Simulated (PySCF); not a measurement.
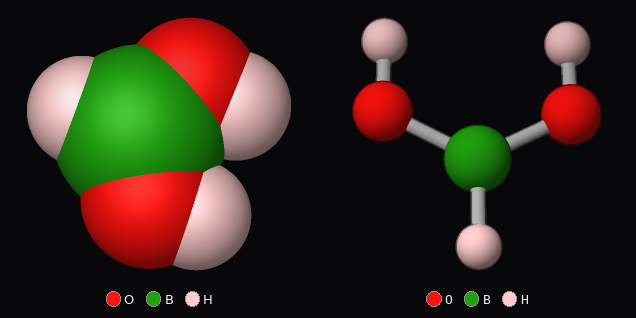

Two views of one molecule.

The geometry was computed by an optimisation with PBE0-D3(BJ)/def2-SVP. No frequency run is at hand to confirm it as a minimum.

Identify the structure.

Formula BH₃O₂. As SMILES it reads `OBO`. It has no ring. Among its groups: B–H bond. This geometry has C2v symmetry. All atoms lie on one plane. Coordination: 2 O bent; 1 B trigonal planar.

More results for the same structure follow; atom numbers are the same in all pictures, views and colours differ.

Shape

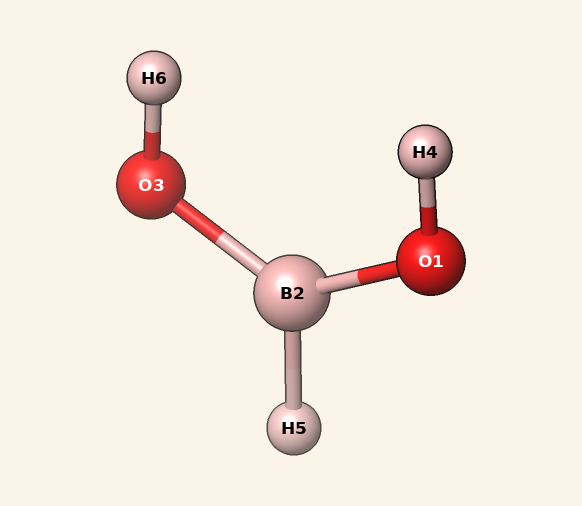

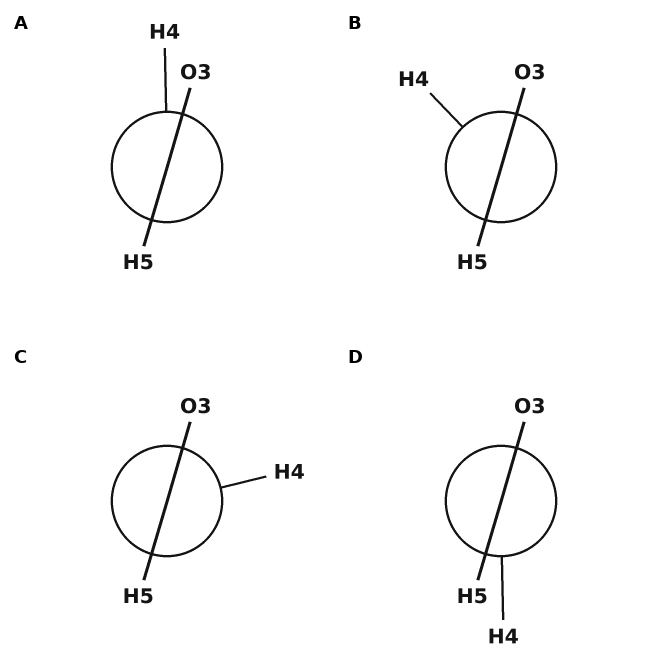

Distant atoms are faded towards the background colour. Bonds that would overlap in a projection are set slightly apart. No frequency run is at hand to confirm it as a minimum.

Question: Which Newman projection shows the view along B2–O1, with B2 in front?

Answer: A. The torsion angle O3–B2–O1–H4 is 0°, synperiplanar (eclipsed).

Levels of theory compared

No frequency run is at hand to confirm it as a minimum. Program: PySCF 2.14.0.

Compare HOMO energy (eV), HOMO–LUMO gap (eV) at these levels: B3LYP/def2-SVPD; B3LYP/def2-SVPD in benzene (IEF-PCM); B3LYP/def2-SVPD in tetrahydrofuran (IEF-PCM); BHandHLYP/aug-pcX-1 (pcseg-1 on H); PBE0/pcSseg-1 in benzene (IEF-PCM); PBE0/pcSseg-1 in tetrahydrofuran (IEF-PCM).

```json
{"level": "B3LYP/def2-SVPD", "HOMO energy (eV)": "−9.43", "HOMO–LUMO gap (eV)": "8.81"}
{"level": "B3LYP/def2-SVPD in benzene (IEF-PCM)", "HOMO energy (eV)": "−9.36", "HOMO–LUMO gap (eV)": "9.07"}
{"level": "B3LYP/def2-SVPD in tetrahydrofuran (IEF-PCM)", "HOMO energy (eV)": "−9.30", "HOMO–LUMO gap (eV)": "9.26"}
{"level": "BHandHLYP/aug-pcX-1 (pcseg-1 on H)", "HOMO energy (eV)": "−11.30", "HOMO–LUMO gap (eV)": "11.29"}
{"level": "PBE0/pcSseg-1 in benzene (IEF-PCM)", "HOMO energy (eV)": "−9.49", "HOMO–LUMO gap (eV)": "10.49"}
{"level": "PBE0/pcSseg-1 in tetrahydrofuran (IEF-PCM)", "HOMO energy (eV)": "−9.45", "HOMO–LUMO gap (eV)": "10.63"}
```

Excitation

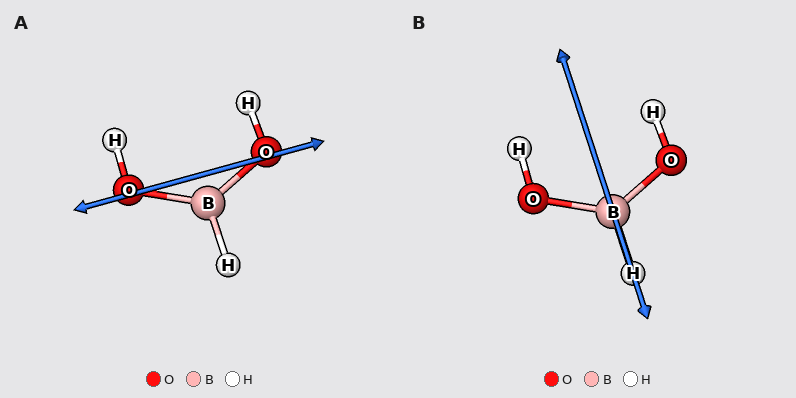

The double arrows show the directions of two transition dipoles from the ground state (lengths mean nothing). No frequency run is at hand to confirm it as a minimum. Level of theory: TDDFT B3LYP/def2-SVPD, vertical, IEF-PCM benzene (non-equilibrium linear response), core orbitals frozen in the response (PySCF 2.14.0).

Question: One belongs to singlet state 2 and one to singlet state 3. Which is which?

Answer: A: state 2, 8.42 eV (147 nm), oscillator strength 0.021, mainly HOMO−2 → LUMO (weight 0.95); polarised in the molecular plane.
B: state 3, 8.73 eV (142 nm), oscillator strength 0.11, mainly HOMO−1 → LUMO (weight 0.98); polarised in the molecular plane.

NMR shielding

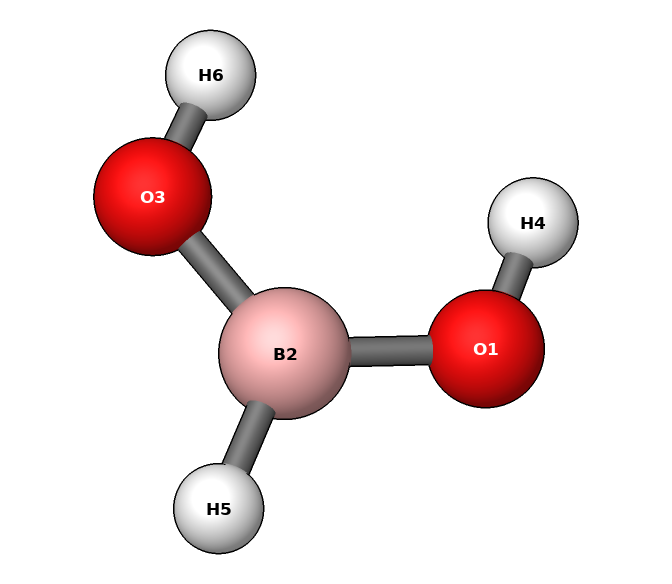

No frequency run is at hand to confirm it as a minimum. Level of theory: GIAO PBE0/pcSseg-1 NMR shielding, non-relativistic, IEF-PCM benzene (PySCF 2.14.0). Principal shieldings σ11 ≤ σ22 ≤ σ33, span Ω = σ33 − σ11, skew κ = 3(σiso − σ22)/Ω.

Give the shielding tensors of the B atoms.

```csv
atom,σ11,σ22,σ33,σiso,Ω,κ
B2,57.5,74.3,96.1,75.9,38.6,0.13
```

Shieldings and span in ppm.

Charges

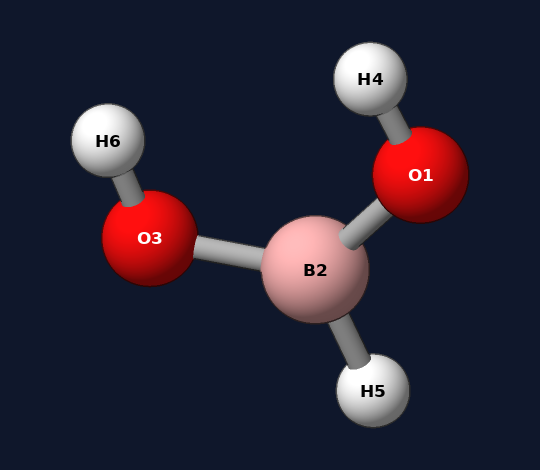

The questions are on IAO charges. No frequency run is at hand to confirm it as a minimum. Properties computed with PBE0/pcSseg-1 in benzene (IEF-PCM) (PySCF 2.14.0).

List the IAO charges.

```csv
atom,value (e)
O1,−0.55
B2,0.39
O3,−0.55
H4,0.36
H5,−0.01
H6,0.36
```
